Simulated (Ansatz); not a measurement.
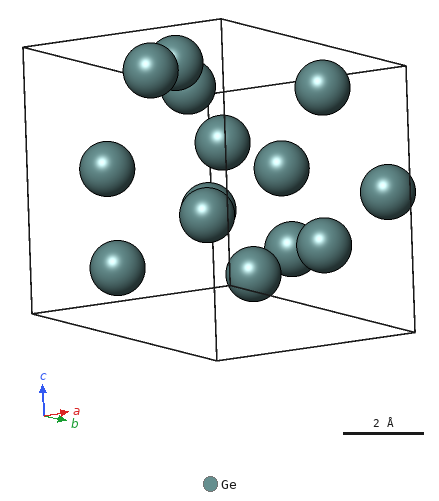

Starting frame of a dynamics run of an amorphous cell of composition Ge (14 atoms in the cell). It starts from the last geometry of an earlier run, with fresh velocities. Style: spheres-only. Shown: the simulation cell, from a free direction.

Method: Ansatz, DFT PBE, scalar-relativistic, plane waves, PAW.

The input:
```yaml
crystal:
  lattice:
    - [6.678448, 0.021625, -0.150305]
    - [0.021625, 7.032622, -0.169154]
    - [-0.150305, -0.169154, 6.875297]
  atoms:
    - { symbol: Ge, position: [0.1072493272, 0.7683808007, 0.9726053738] }
    - { symbol: Ge, position: [0.5653234062, 0.0700390975, 0.8612818594] }
    - { symbol: Ge, position: [0.746554671, 0.8076121507, 0.9075267906] }
    - { symbol: Ge, position: [0.9865684032, 0.3089750236, 0.4914441582] }
    - { symbol: Ge, position: [0.3584600879, 0.0776037956, 0.1437741889] }
    - { symbol: Ge, position: [0.9107356991, 0.217844346, 0.0867862879] }
    - { symbol: Ge, position: [0.2193404279, 0.735830619, 0.4915697317] }
    - { symbol: Ge, position: [0.9170201874, 0.6021376205, 0.2618747517] }
    - { symbol: Ge, position: [0.4730252265, 0.549576593, 0.6847985999] }
    - { symbol: Ge, position: [0.3470524039, 0.4440684031, 0.9785893312] }
    - { symbol: Ge, position: [0.359345093, 0.0384238724, 0.508308021] }
    - { symbol: Ge, position: [0.5918902778, 0.7799421263, 0.3135046284] }
    - { symbol: Ge, position: [0.5111762879, 0.41005933, 0.3842395154] }
    - { symbol: Ge, position: [0.8842219078, 0.9958418, 0.5346999177] }
  symmetry: { detect: false }
basis:
  ecutwfc: 420
  xc_grid: 1
kpoints:
  mp_grid: { grid: [1, 1, 1], shift: [0.25, 0.25, 0.25] }
hamiltonian:
  xc: pbe
scf:
  occupations: { method: fermi_dirac, width: 0.1861 }
  lower_state_search: "off"
  convergence: { dr2_threshold: 1.0e-05 }
output:
  forces: true
  stress: true
md:
  timestep: 3.0
  n_steps: 111
  ensemble: nvt_langevin
  friction: 0.005
  temperature: 2160.0
  initial_velocities: maxwell_boltzmann
  seed: 6090
```

Launched with:
```bash
ansatz run input.yaml --threads 2 --pin off --max-ram 5120MiB --backend cpu --events-out ev --progress --plain --runs-dir out
```

> Predict how the run goes.

Over the second half the temperature averages 1688 K (spread ±161 K). The potential energy is still drifting at the end, so the run hasn't reached equilibrium. The potential energy in the second half lies on average 143 meV per atom below the first frame. The mean pressure there is 1.3 GPa. Root-mean-square distances from the starting positions over the second half, with the common drift of all atoms taken out: Ge 1.07 Å. That is a large part of the typical shortest distance between atoms in the first frame, about 2.3 Å and still growing: the atoms leave their places as in a liquid.

Along the run (each row but the first and the last is the mean over the interval that it begins):

```
time (fs)  potential energy (meV/atom)  T (K)  p (GPa)
      0.0                          0.0   2006      3.9
     39.0                        -61.6   2050      2.5
     78.0                        -86.0   1890      2.6
    117.0                       -124.1   1769      2.0
    156.0                       -134.9   1878      1.7
    195.0                       -123.5   1580      1.4
    234.0                       -155.8   1636      0.8
    273.0                       -166.0   1818      1.2
    312.0                       -143.0   1863      1.8
```

The paths of the atoms:

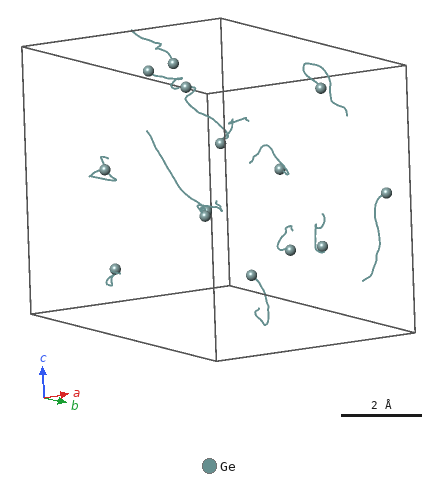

Limits of the set-up: the periodic images lie only 6.7 Å apart, so the values are limited by the cell's size.
